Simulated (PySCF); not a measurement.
SMILES OB(CC[Si](O)(C)C)O (C4H13BO3Si) at its GFN2-xTB optimised geometry (Å):

```
22

Si    -0.6197    -1.8527    -0.0571
C     -1.4522    -1.9787    -1.7684
C      0.3703    -3.4205     0.3471
O     -1.7398    -1.7880     1.1355
C      0.4954    -0.2967    -0.0193
C     -0.3070     1.0125     0.0003
B      0.5820     2.3463     0.0000
O      1.9423     2.3463     0.0000
O     -0.0509     3.5396     0.0000
H     -2.1669    -2.7959    -1.7924
H     -1.9894    -1.0689    -2.0223
H     -0.7272    -2.1565    -2.5559
H      0.8260    -3.3564     1.3292
H     -0.2752    -4.2917     0.3431
H      1.1603    -3.5900    -0.3765
H     -2.3504    -1.0579     1.1938
H      1.1359    -0.3291     0.8648
H      1.1577    -0.2937    -0.8866
H     -0.9787     1.0384    -0.8597
H     -0.9519     1.0236     0.8815
H      2.3504     1.4808     0.0034
H      0.5431     4.2917     0.0003
```

Computed with B3LYP/def2-SVP (PySCF 2.14.0). Cells within 0.4 Å of a nucleus heavier than hydrogen are left out (blank, or x).

Map of the electron localisation function on the plane z = 1.2 Å:

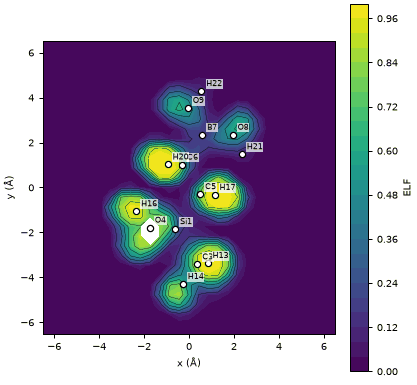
Figure: Electron localisation function on the plane z = 1.2 Å.
